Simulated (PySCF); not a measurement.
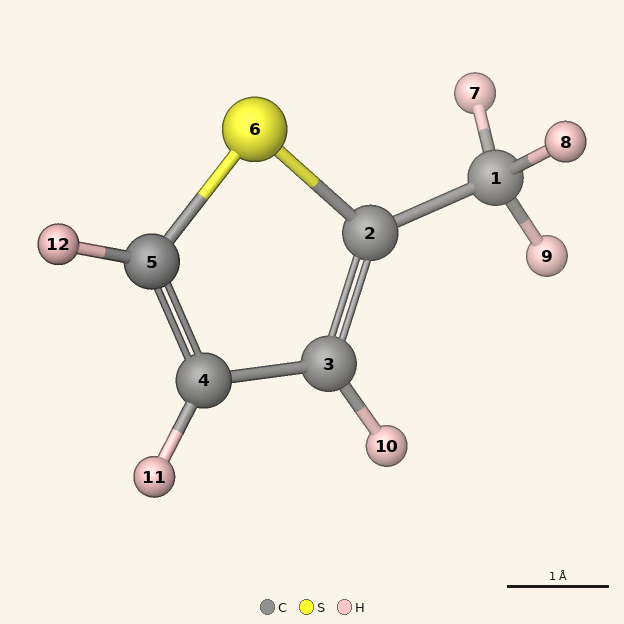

Orthographic view. Atoms fade into the background with distance from the viewer. The geometry was computed by an optimisation with PBE0-D3(BJ)/def2-SVP. No frequency run is at hand to confirm it as a minimum.

Write a MOL file (V2000) with the atoms in numerical order, bonds sorted by atom number with the orders drawn, and coordinates in the frame of the picture: x right, y up, z towards the viewer, origin at the mean position.

```
C5H6S
                    3D

 12 12  0  0  0  0  0  0  0  0999 V2000
    1.6300    0.8900   -0.7700 C   0  0  0  0  0  0  0  0  0  0  0  0
    0.3800    0.3400   -0.1700 C   0  0  0  0  0  0  0  0  0  0  0  0
   -0.0400   -0.9700   -0.1100 C   0  0  0  0  0  0  0  0  0  0  0  0
   -1.2900   -1.1300    0.5600 C   0  0  0  0  0  0  0  0  0  0  0  0
   -1.8100    0.0500    1.0000 C   0  0  0  0  0  0  0  0  0  0  0  0
   -0.7800    1.3700    0.6000 S   0  0  0  0  0  0  0  0  0  0  0  0
    1.4200    1.7300   -1.4500 H   0  0  0  0  0  0  0  0  0  0  0  0
    2.3300    1.2500    0.0000 H   0  0  0  0  0  0  0  0  0  0  0  0
    2.1400    0.1100   -1.3500 H   0  0  0  0  0  0  0  0  0  0  0  0
    0.5400   -1.7900   -0.5400 H   0  0  0  0  0  0  0  0  0  0  0  0
   -1.7800   -2.1000    0.7000 H   0  0  0  0  0  0  0  0  0  0  0  0
   -2.7400    0.2300    1.5300 H   0  0  0  0  0  0  0  0  0  0  0  0
  1  2  1  0
  1  7  1  0
  1  8  1  0
  1  9  1  0
  2  3  2  0
  2  6  1  0
  3  4  1  0
  3 10  1  0
  4  5  2  0
  4 11  1  0
  5  6  1  0
  5 12  1  0
M  END
```
